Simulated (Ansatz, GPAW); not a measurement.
**How CrSnS3 (model structure) absorbs and reflects light**

Aim: the dielectric function of CrSnS3 (model structure), and the optical constants that follow from it. The structure is a model built here, which may or may not match a known phase. It was built so: All O replaced by S and Pb replaced by Sn in the Pm-3m structure of CrPbO3. The cell is first relaxed with Ansatz.

Method: DFT, RPBE, plane-wave PAW (GPAW data sets), scalar-relativistic, RPA, optical limit, in GPAW 26.7.0.

## (1) Starting point

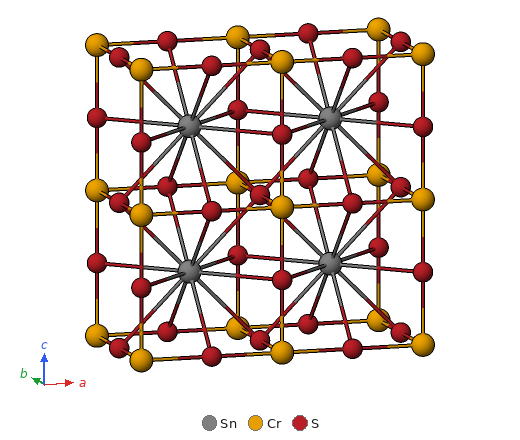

The starting structure, seen slightly off an axis (tin grey, chromium orange, sulfur red). 2×1×2 cells are drawn. Some periodic images of atoms are drawn too.

## (2) Relaxation

The structure was built or cut out here, so it is relaxed before any spectrum is computed.

This step: DFT, RPBE, plane-wave PAW, default files, scalar-relativistic, relaxation (Ansatz 0.2.0).

File input.yaml:

```yaml
crystal:
  lattice:
    - [4.71993204, 0.0, 0.0]
    - [0.0, 4.71993204, 0.0]
    - [0.0, 0.0, 4.71993204]
  atoms:
    - { symbol: Sn, position: [0.5, 0.5, 0.5] }
    - { symbol: Cr, position: [0.0, 0.0, 0.0], spin: 3.0 }
    - { symbol: S, position: [0.5, 0.0, 0.0] }
    - { symbol: S, position: [0.0, 0.5, 0.0] }
    - { symbol: S, position: [0.0, 0.0, 0.5] }
magnetization:
  spin_polarized: true
kpoints:
  mp_grid: { grid: [5, 5, 5] }
scf:
  occupations: { method: fermi_dirac, width: 0.05 }
hamiltonian:
  xc: rpbe
output:
  forces: true
  stress: true
relax:
  f_tol: 0.02
  max_steps: 50
  cell: {}
```

The run is started by

```console
ansatz run input.yaml --threads 1 --pin off --max-ram 4096MiB --backend cpu --events-out ev --progress --plain --runs-dir out
```

Numbers of over 12 decimals in the logs are rounded to 6 here.

Output:

```text
Engine: ansatz 0.2.0, aarch64-unknown-linux-gnu
Pseudopotentials: kind: paw
Pseudopotential: Sn, paw, valence charge 14, recommended cutoff 420 eV (normal), Sn.paw.azcp
Pseudopotential: Cr, paw, valence charge 14, recommended cutoff 420 eV (normal), Cr.paw.azcp
Pseudopotential: S, paw, valence charge 6, recommended cutoff 420 eV (normal), S.paw.azcp
Functional definition: RPBE
  parameter kappa = 0.804
  parameter beta = 0.066725
  exchange = rpbe_x(kappa = kappa, mu = beta*pi^2/3)
  correlation = pbe_c(beta = beta)
Crystal: 5 atoms, lattice volume = 105.150 Å³
Basis set: ecut = 420 eV, 2103 PW (Γ), exchange–correlation on 64×64×64 points (8 copies of the dense FFT grid, shifted against one another)
Bands: 30, of which v1, the nominal top of the filled ones, is band 23 counted from 1 (22 counted from 0)
Symmetry: 48 space group operations
Space group: Pm-3m (ITA 221), of the structure as read, at distance tolerance 4.7e-5 Å
Magnetic group: BNS 221.92 (UNI 1594), of the structure as read, at distance tolerance 4.7e-5 Å
k-points: 10 of 125
Non-local potential: Sn, projectors of the file, l = 0: 2, l = 1: 2, l = 2: 2, l = 3: 2
Non-local potential: Cr, projectors of the file, l = 0: 3, l = 1: 2, l = 2: 3, l = 3: 1
Non-local potential: S, projectors of the file, l = 0: 2, l = 1: 2, l = 2: 2
PAW form: soft (Blöchl's): semilocal exchange-correlation on the pseudo side does not see the compensation charge
PAW frozen core: Sn, regenerated for the run's functional, and the local potential with it (the file was generated under x = pbe(κ = 0.804, μ = 0.219515), c = pbe(β = 0.066725))
PAW frozen core: Cr, regenerated for the run's functional, and the local potential with it (the file was generated under x = pbe(κ = 0.804, μ = 0.219515), c = pbe(β = 0.066725))
PAW frozen core: S, regenerated for the run's functional, and the local potential with it (the file was generated under x = pbe(κ = 0.804, μ = 0.219515), c = pbe(β = 0.066725))
PAW one-centre angular grid: Sn, 590 points (default); XC on 64 Gauss nodes
PAW one-centre angular grid: Cr, 590 points (default); XC on 64 Gauss nodes
PAW one-centre angular grid: S, 110 points (default); XC on 64 Gauss nodes
Initial density: superposition of atomic densities (chi_scale 0.1, normalization cell, long waves kept (reshape's long-wave potential 0.02 eV rms))
Starting moments: Σ|m| = 3 μB on 1 of 5 sites
Initial wavefunctions: pseudopotential atomic-orbital guess
Functional: x = rpbe, c = pbe(β = 0.066725)
SCF iter   1: F=—  HF=-12134.233715 eV  |F-HF|=—  |Δ(HF+E_count)|=         —  Δρ=2.84e-2 (↑2.84e-2 ↓2.84e-2)  dr2=6.38e0  dr2_m=6.64e-2  M=2.310 μB ∫|m|=2.777 μB  β_m=0.30  ethr=3.10e-3  ⟨swp⟩=6.8  Hψ=2610  notcnv=0
Mixer restart at iter 1: flushing history
preconditioner: auto → Kerker (q_TF=auto, 2.377 Å⁻¹)  [metal: Δε(μ)=0.015 eV  Ē_g=11.126 eV  σ=0.050 eV  W_gap=0.07  n_scr=26 (ndim 8)  ℏωp=22.3 eV  f_vac=0.000  D(μ)=8.63/eV (n_scr^D=92)]
spin=Collinear: Kerker preconditioning applied to the charge; magnetization (m = ρ↑ − ρ↓) channel mixes plain (no charge-response kernel on spin).
SCF iter   2: F=—  HF=-12133.404377 eV  |F-HF|=—  |Δ(HF+E_count)|=   8.29e-1  Δρ=1.91e-2 (↑1.55e-2 ↓1.91e-2)  dr2=3.21e0  dr2_m=4.90e-2  M=2.503 μB ∫|m|=2.863 μB  β_m=0.48  ethr=3.10e-3  ⟨swp⟩=2.7  Hψ=1120  notcnv=0  defer=23
SCF iter   3: F=—  HF=-12132.597876 eV  |F-HF|=—  |Δ(HF+E_count)|=   8.07e-1  Δρ=9.74e-3 (↑8.58e-3 ↓9.74e-3)  dr2=9.82e-1  dr2_m=1.46e-2  M=2.589 μB ∫|m|=2.929 μB  β_m=0.61  ethr=3.10e-3  ⟨swp⟩=3.1  Hψ=930  notcnv=0  defer=23
SCF iter   4: F=—  HF=-12132.281124 eV  |F-HF|=—  |Δ(HF+E_count)|=   3.17e-1  Δρ=2.92e-3 (↑2.88e-3 ↓2.92e-3)  dr2=7.12e-2  dr2_m=7.01e-4  M=2.699 μB ∫|m|=3.031 μB  β_m=0.75  ethr=2.13e-3  ⟨swp⟩=3.2  Hψ=1084  notcnv=0  defer=18
SCF iter   5: F=—  HF=-12132.266865 eV  |F-HF|=—  |Δ(HF+E_count)|=         —  Δρ=4.18e-3 (↑4.18e-3 ↓8.42e-4)  dr2=2.30e-2  dr2_m=3.95e-3  M=2.649 μB ∫|m|=2.973 μB  β_m=0.75  ethr=1.55e-4  ⟨swp⟩=2.4  Hψ=1011  notcnv=0  defer=17
Mixer restart at iter 5: flushing history
SCF iter   6: F=—  HF=-12132.275579 eV  |F-HF|=—  |Δ(HF+E_count)|=   8.71e-3  Δρ=2.97e-3 (↑2.97e-3 ↓6.48e-4)  dr2=7.97e-3  dr2_m=2.07e-3  M=2.699 μB ∫|m|=3.022 μB  β_m=0.61  ethr=4.99e-5  ⟨swp⟩=2.2  Hψ=1207  notcnv=0  defer=17
SCF iter   7: F=—  HF=-12132.273141 eV  |F-HF|=—  |Δ(HF+E_count)|=   2.44e-3  Δρ=8.67e-4 (↑8.67e-4 ↓3.32e-4)  dr2=1.71e-3  dr2_m=1.35e-4  M=2.666 μB ∫|m|=2.990 μB  β_m=0.75  ethr=1.73e-5  ⟨swp⟩=2.0  Hψ=1174  notcnv=0  defer=17
SCF iter   8: F=—  HF=-12132.273531 eV  |F-HF|=—  |Δ(HF+E_count)|=   3.89e-4  Δρ=5.59e-4 (↑5.59e-4 ↓1.14e-4)  dr2=3.71e-4  dr2_m=7.40e-5  M=2.675 μB ∫|m|=3.000 μB  β_m=0.87  ethr=3.73e-6  ⟨swp⟩=2.1  Hψ=875  notcnv=0  defer=17
SCF iter   9: F=—  HF=-12132.273580 eV  |F-HF|=—  |Δ(HF+E_count)|=   4.97e-5  Δρ=2.95e-4 (↑2.95e-4 ↓5.30e-5)  dr2=1.14e-4  dr2_m=1.91e-5  M=2.672 μB ∫|m|=2.999 μB  β_m=0.94  ethr=8.06e-7  ⟨swp⟩=1.2  Hψ=614  notcnv=0  defer=17
SCF iter  10: F=—  HF=-12132.273577 eV  |F-HF|=—  |Δ(HF+E_count)|=   3.79e-6  Δρ=5.71e-5 (↑5.71e-5 ↓2.74e-5)  dr2=2.57e-6  dr2_m=1.46e-6  M=2.666 μB ∫|m|=2.997 μB  β_m=0.97  ethr=2.47e-7  ⟨swp⟩=2.1  Hψ=902  notcnv=0  defer=17
SCF iter  11: F=—  HF=-12132.274289 eV  |F-HF|=—  |Δ(HF+E_count)|=   7.13e-4  Δρ=2.83e-5 (↑2.83e-5 ↓2.40e-5)  dr2=1.15e-7  dr2_m=6.01e-7  M=2.663 μB ∫|m|=2.996 μB  β_m=0.98  ethr=5.58e-9  ⟨swp⟩=2.0  Hψ=1082  notcnv=0  defer=17
SCF iter  12: F=—  HF=-12132.274292 eV  |F-HF|=—  |Δ(HF+E_count)|=   3.16e-6  Δρ=2.71e-5 (↑2.62e-5 ↓2.71e-5)  dr2=5.02e-7  dr2_m=5.86e-7  M=2.657 μB ∫|m|=2.996 μB  β_m=0.98  ethr=2.51e-10  ⟨swp⟩=3.1  Hψ=1365  notcnv=0  defer=17
SCF iter  13: F=—  HF=-12132.274297 eV  |F-HF|=—  |Δ(HF+E_count)|=   4.72e-6  Δρ=3.07e-5 (↑3.07e-5 ↓2.63e-5)  dr2=1.07e-6  dr2_m=5.59e-7  M=2.649 μB ∫|m|=2.997 μB  β_m=0.17  ethr=2.51e-10  ⟨swp⟩=3.0  Hψ=1324  notcnv=0  defer=17
SCF iter  14: F=—  HF=-12132.274300 eV  |F-HF|=—  |Δ(HF+E_count)|=   2.67e-6  Δρ=1.95e-5 (↑1.87e-5 ↓1.95e-5)  dr2=9.80e-8  dr2_m=3.30e-7  M=2.643 μB ∫|m|=2.998 μB  β_m=0.15  ethr=2.51e-10  ⟨swp⟩=3.0  Hψ=1305  notcnv=0  defer=17
SCF iter  15: F=—  HF=-12132.274306 eV  |F-HF|=—  |Δ(HF+E_count)|=         —  Δρ=4.05e-5 (↑4.05e-5 ↓3.95e-5)  dr2=5.22e-8  dr2_m=1.52e-6  M=2.630 μB ∫|m|=3.000 μB  β_m=0.71  ethr=2.13e-10  ⟨swp⟩=3.0  Hψ=1369  notcnv=0  defer=17
Mixer restart at iter 15: flushing history
[...]
SCF iter  10: F=—  HF=-12132.276356 eV  |F-HF|=—  |Δ(HF+E_count)|=   1.03e-6  Δρ=6.32e-6 (↑5.85e-6 ↓6.32e-6)  dr2=2.02e-8  dr2_m=3.23e-8  M=2.655 μB ∫|m|=2.974 μB  β_m=0.15  ethr=3.54e-11  ⟨swp⟩=3.1  Hψ=1374  notcnv=0
SCF iter  11: F=—  HF=-12132.276357 eV  |F-HF|=—  |Δ(HF+E_count)|=   4.15e-7  Δρ=5.34e-6 (↑5.28e-6 ↓5.34e-6)  dr2=2.59e-9  dr2_m=2.61e-8  M=2.658 μB ∫|m|=2.974 μB  β_m=0.31  ethr=3.54e-11  ⟨swp⟩=3.1  Hψ=1367  notcnv=0
SCF iter  12: F=—  HF=-12132.276358 eV  |F-HF|=—  |Δ(HF+E_count)|=   9.20e-7  Δρ=3.85e-6 (↑3.07e-6 ↓3.85e-6)  dr2=5.08e-9  dr2_m=1.03e-8  M=2.667 μB ∫|m|=2.975 μB  β_m=0.84  ethr=5.63e-12  ⟨swp⟩=4.0  Hψ=1648  notcnv=0
SCF iter  13: F=—  HF=-12132.276358 eV  |F-HF|=—  |Δ(HF+E_count)|=   5.77e-7  Δρ=1.45e-6 (↑9.21e-7 ↓1.45e-6)  dr2=1.90e-9  dr2_m=9.40e-10  M=2.681 μB ∫|m|=2.976 μB  β_m=0.92  ethr=5.63e-12  ⟨swp⟩=4.6  Hψ=1866  notcnv=0
SCF iter  14: F=-12132.276358 eV  HF=-12132.276358 eV  |F-HF|=4.58e-9  |Δ(HF+E_count)|=   9.42e-9  Δρ=1.17e-6 (↑1.17e-6 ↓8.76e-7)  dr2=5.09e-9  dr2_m=1.90e-10  M=2.677 μB ∫|m|=2.976 μB  ethr=4.12e-12  ⟨swp⟩=1.0  Hψ=2191  notcnv=0
SCF 3 converged in 14 iterations: F = -12132.276358 eV  dr2 = 5.09e-9
relax step   3: F+E_penalty+E_count = -12132.27635824 eV  Δ(F+E_penalty+E_count) = -1.964e-4 eV  max|allowed force component| = 2.873e-30 eV/Å  Δτ_max = 0.0000 Å  P = +0.001 GPa  Ω = 104.143 Å³  energy of the carried Pulay correction = +1.573e-4 eV  (14 SCF iters, dr2 threshold 7.29e-8 eV, accepted)
Initial wavefunctions: pseudopotential atomic-orbital guess (no wavefunctions were taken with the density)
iter 1 solved again at ethr=1.06e-7 eV; its pass at ethr=3.10e-3 eV (dr2=4.86e-5 eV) is discarded
SCF iter   1: F=—  HF=-12132.276189 eV  |F-HF|=—  |Δ(HF+E_count)|=         —  Δρ=6.09e-6 (↑5.23e-6 ↓6.09e-6)  dr2=4.33e-8  dr2_m=5.52e-9  M=2.677 μB ∫|m|=2.976 μB  β_m=0.65  ethr=1.06e-7  ⟨swp⟩=3.6  Hψ=4263  notcnv=0
preconditioner: auto → Kerker (q_TF=auto, 2.261 Å⁻¹)  [metal: Δε(μ)=0.026 eV  Ē_g=11.648 eV  σ=0.050 eV  W_gap=0.13  n_scr=18 (ndim 8)  ℏωp=22.4 eV  f_vac=0.000  D(μ)=6.99/eV (n_scr^D=80)]
spin=Collinear: Kerker preconditioning applied to the charge; magnetization (m = ρ↑ − ρ↓) channel mixes plain (no charge-response kernel on spin).
SCF iter   2: F=—  HF=-12132.276191 eV  |F-HF|=—  |Δ(HF+E_count)|=   2.61e-6  Δρ=2.52e-6 (↑1.86e-6 ↓2.52e-6)  dr2=3.99e-9  dr2_m=9.12e-10  M=2.677 μB ∫|m|=2.976 μB  β_m=0.56  ethr=9.42e-11  ⟨swp⟩=2.4  Hψ=1048  notcnv=0
SCF iter   3: F=—  HF=-12132.276191 eV  |F-HF|=—  |Δ(HF+E_count)|=   8.67e-9  Δρ=9.75e-7 (↑9.63e-7 ↓9.75e-7)  dr2=7.46e-10  dr2_m=3.59e-10  M=2.677 μB ∫|m|=2.976 μB  β_m=0.75  ethr=8.68e-12  ⟨swp⟩=2.0  Hψ=1046  notcnv=0
SCF iter   4: F=—  HF=-12132.276191 eV  |F-HF|=—  |Δ(HF+E_count)|=   6.77e-9  Δρ=9.66e-7 (↑9.66e-7 ↓5.77e-7)  dr2=1.92e-9  dr2_m=2.96e-10  M=2.677 μB ∫|m|=2.976 μB  β_m=0.87  ethr=1.62e-12  ⟨swp⟩=2.0  Hψ=1061  notcnv=0
SCF iter   5: F=—  HF=-12132.276191 eV  |F-HF|=—  |Δ(HF+E_count)|=   3.40e-9  Δρ=5.41e-7 (↑4.89e-7 ↓5.41e-7)  dr2=4.87e-10  dr2_m=2.00e-10  M=2.677 μB ∫|m|=2.976 μB  β_m=0.94  ethr=1.62e-12  ⟨swp⟩=2.0  Hψ=1071  notcnv=0
SCF iter   6: F=—  HF=-12132.276191 eV  |F-HF|=—  |Δ(HF+E_count)|=  3.44e-10  Δρ=4.72e-7 (↑4.12e-7 ↓4.72e-7)  dr2=2.36e-10  dr2_m=1.62e-10  M=2.677 μB ∫|m|=2.976 μB  β_m=0.97  ethr=1.06e-12  ⟨swp⟩=2.0  Hψ=989  notcnv=0
SCF iter   7: F=—  HF=-12132.276191 eV  |F-HF|=—  |Δ(HF+E_count)|=  8.11e-10  Δρ=4.66e-7 (↑4.66e-7 ↓3.61e-7)  dr2=6.67e-11  dr2_m=1.55e-10  M=2.678 μB ∫|m|=2.976 μB  β_m=0.98  ethr=1.00e-12  ⟨swp⟩=2.0  Hψ=1058  notcnv=0
SCF iter   8: F=—  HF=-12132.276191 eV  |F-HF|=—  |Δ(HF+E_count)|=  6.84e-10  Δρ=4.38e-7 (↑4.38e-7 ↓3.62e-7)  dr2=6.84e-11  dr2_m=1.42e-10  M=2.678 μB ∫|m|=2.976 μB  β_m=0.99  ethr=1.00e-12  ⟨swp⟩=2.0  Hψ=890  notcnv=0
SCF iter   9: F=—  HF=-12132.276191 eV  |F-HF|=—  |Δ(HF+E_count)|=   2.51e-9  Δρ=3.39e-7 (↑3.39e-7 ↓2.61e-7)  dr2=3.81e-11  dr2_m=7.83e-11  M=2.678 μB ∫|m|=2.976 μB  β_m=1.00  ethr=1.00e-12  ⟨swp⟩=3.4  Hψ=1145  notcnv=0
SCF iter  10: F=—  HF=-12132.276191 eV  |F-HF|=—  |Δ(HF+E_count)|=   2.94e-9  Δρ=1.80e-7 (↑1.80e-7 ↓7.52e-8)  dr2=6.76e-11  dr2_m=6.69e-12  M=2.679 μB ∫|m|=2.976 μB  β_m=1.00  ethr=1.00e-12  ⟨swp⟩=3.0  Hψ=1360  notcnv=0
SCF iter  11: F=—  HF=-12132.276191 eV  |F-HF|=—  |Δ(HF+E_count)|=  1.16e-10  Δρ=2.54e-8 (↑2.54e-8 ↓1.25e-8)  dr2=1.55e-12  dr2_m=1.51e-13  M=2.679 μB ∫|m|=2.976 μB  β_m=1.00  ethr=1.00e-12  ⟨swp⟩=2.0  Hψ=895  notcnv=0
SCF iter  12: F=-12132.276191 eV  HF=-12132.276191 eV  |F-HF|=1.09e-11  |Δ(HF+E_count)|=    0.00e0  Δρ=8.32e-8 (↑8.32e-8 ↓2.45e-8)  dr2=1.63e-11  dr2_m=9.98e-13  M=2.679 μB ∫|m|=2.976 μB  ethr=1.00e-12  ⟨swp⟩=2.9  Hψ=1805  notcnv=0
SCF 4 converged in 12 iterations: F = -12132.276191 eV  dr2 = 1.63e-11
relax step   4: F+E_penalty+E_count = -12132.27619133 eV  Δ(F+E_penalty+E_count) = +1.669e-4 eV  max|allowed force component| = 7.889e-30 eV/Å  Δτ_max = 0.0000 Å  P = +0.000 GPa  Ω = 104.143 Å³  stress off target by 2.70e-4 GPa  SCF on the basis re-selected at this cell (its energy is not comparable with the rows above)  (12 SCF iters)
basis re-selected at this cell: Δ(F+E_penalty+E_count) = +1.669e-4 eV, ΔP = -0.000 GPa vs the last step (what re-selecting the basis moved, of the pressure what is left beyond the Pulay correction that the steps carried, after the strain that the cell walked since its last selection, with what the two solves' SCF thresholds leave and, on support functions, any second-order correction that the steps lacked; it is no m [...]
SCF converged after 12 iterations
Magnetization: 2.6788 μB (24.3394 up, 21.6606 down)
Absolute magnetization: 2.9757 μB (∫|ρ↑−ρ↓|, with the PAW one-centre terms)
Spin contamination: 0.1969 ħ² per cell (⟨S²⟩ above its minimum at these occupations)
Per-site moments (μB) at R_I (Å): [(0.058376, 1.372312), (2.370922, 0.970371), (-0.032586, 0.970371), (-0.032586, 0.970371), (-0.032586, 0.970371)]
Free energy (F): -12132.276191 eV
Harris-Foulkes:  -12132.276191 eV  (|F-HF|=1.09e-11)
Internal energy: -12132.222030 eV  (E = F + TS)
E sigma→0 (E₀):  -12132.249110 eV
Entropy (-TS):   -0.054162 eV (-10.832 meV/atom)
Fermi energy:    8.091583 eV
--- Per-component energies (eV) ---
  E_band       = -382.550084
  E_kinetic    = 841.455125
  E_local      = -3323.754912  (includes V_loc(G=0)·N_el)
  E_nonlocal   = 130.182511
  E_hartree    = 1551.495109
  E_xc         = -812.568785
  E_vxc        = -531.617876  (∫ρ·V_xc dr)
  E_paw        = -7151.043091  (= ΣΔE_a)
  E_vpaw       = -601.805769  (= ΣTr[D̂ρ^β])
  E_aug_tail   = 0.000390  (compensation charges beyond the density's cutoff)
  E_ewald      = -3367.854173
  E_core_change = -0.134204  (= ΣΔE_core)
  E_smearing   = -0.054162  (= −TS)
  E_closure    = -0.000000  (closes the sum)
  Σ components = -12132.276191   (vs F -12132.276191, Δ=0.00e0)
--- Forces (eV/Å), atoms counted from 1 ---
  atom   1  Sn     0.00000000     0.00000000     0.00000000
  atom   2  Cr     0.00000000     0.00000000    -0.00000000
  atom   3  S     -0.00000000     0.00000000     0.00000000
  atom   4  S      0.00000000    -0.00000000    -0.00000000
  atom   5  S      0.00000000    -0.00000000    -0.00000000
  max |Σ_I F_I| component: 7.89e-30 eV/Å
--- Stress (GPa, compression-positive) ---
        0.000270      -0.000000      -0.000000
       -0.000000       0.000270      -0.000000
       -0.000000      -0.000000       0.000270
  P = ⅓ Tr σ = 0.0003 GPa (0.003 kbar)
--- Relaxed structure (3 steps of the walk, 3 accepted, 1 SCFs on fresh bases) ---
  F+E_penalty+E_count = -12132.27619133 eV   max|allowed force component| = 7.889e-30 eV/Å   (the final SCF, on the basis selected at the relaxed cell)
  cell:  # Å, volume = 104.1433 Å³
    - [4.704828, 0, 0]
    - [0, 4.704828, 0.0]
    - [0, 0.0, 4.704828]
  atoms:
    - { symbol: Sn, position: [0.5, 0.5, 0.5] }
    - { symbol: Cr, position: [0, 0, 0] }
    - { symbol: S, position: [0.5, 0, 0] }
    - { symbol: S, position: [0, 0.5, 0] }
    - { symbol: S, position: [0, 0, 0.5] }
```

Run time: 27 s. Hardware: 1 thread of Arm Neoverse V2, shared host; peak memory 0.4 GiB.

Step by step:

| step | energy less that of the first step (eV) | largest force component (eV/Å) | pressure (GPa) | volume (Å³) |
| --- | --- | --- | --- | --- |
| 1 | 0.0000 | 0.0000 | -0.60 | 105.15 |
| 2 | -0.0018 | 0.0000 | -0.17 | 104.43 |
| 3 | -0.0020 | 0.0000 | 0.00 | 104.14 |
| 4* | -0.0019 | 0.0000 | 0.00 | 104.14 |

Relaxation steps marked * repeat the geometry before them on a plane-wave basis chosen anew for their cell, so energy and pressure can jump there.

The run keeps the 48 symmetry operations that it works with, so distortions that break them were not tested.

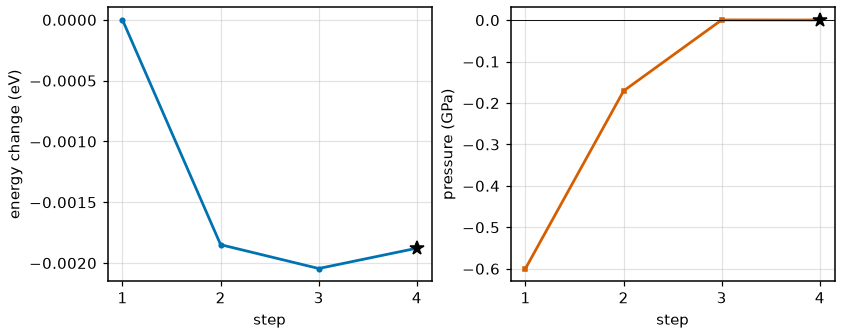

Energy and pressure along the relaxation. Stars mark steps on a basis chosen anew.

| conventional cell, symmetrised | before | after | change |
| --- | --- | --- | --- |
| a (Å) | 4.720 | 4.705 | -0.3 % |
| b (Å) | 4.720 | 4.705 | -0.3 % |
| c (Å) | 4.720 | 4.705 | -0.3 % |
| volume (Å³/atom) | 21.03 | 20.83 | -1.0 % |

Final coordinates:

```xyz
5
Lattice="4.7048 0.0000 0.0000 0.0000 4.7048 0.0000 0.0000 0.0000 4.7048" Properties=species:S:1:pos:R:3 pbc="T T T"
Sn    2.3524    2.3524    2.3524
Cr    0.0000    0.0000    0.0000
S     2.3524    0.0000    0.0000
S     0.0000    2.3524    0.0000
S     0.0000    0.0000    2.3524
```

The relaxation ends with a pressure of 0.00 GPa.

(Continued in part 2 of 3.)

[Machine, clock and banner lines and Python warnings are left out of the logs.]

[Logs are printed without paths, hosts, clocks, repeated set-up lines and the standing remarks that a program may print on its own settings, such as how far it seeks lower states.]

[Hosts, paths, dates, database ids (printed as entryN), source tags and the programs' standing remarks are cut or masked in the printed files.]
